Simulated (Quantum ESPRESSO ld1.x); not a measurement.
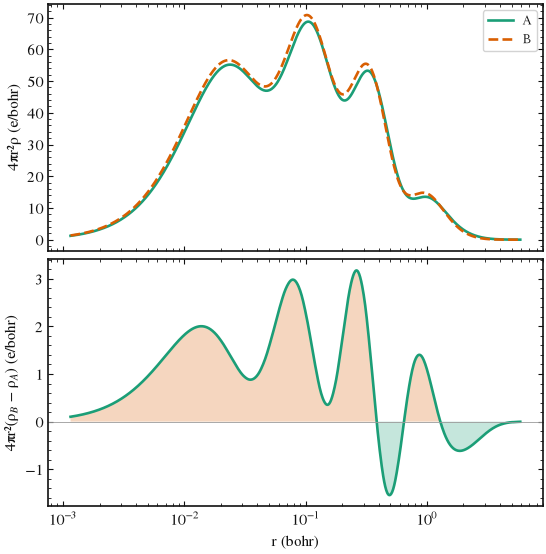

Two nuclei with the same 42 electrons, [Kr] 4d6 (high spin), were computed: Z = 43.5 with 42 electrons; Z = 44.5 with 42 electrons. Level of theory: scalar-relativistic Kohn-Sham, LDA (Slater exchange, Perdew-Wang correlation), spin-polarised, spherical densities, point nucleus. Computed with Quantum ESPRESSO ld1.x 7.5.

The plot shows both radial densities and the radial density of run B less that of run A; on the logarithmic r axis, areas aren't charges.

> Which run is A and which is B? Where does the charge move?

A is Z = 43.5 with 42 electrons; B is Z = 44.5 with 42 electrons. B holds 1.2 electrons more than A where the difference is positive (most at r = 0.26 bohr) and 1.2 electrons fewer where it is negative (most at r = 0.49 bohr), with no net change. The larger nuclear charge draws every shell in.
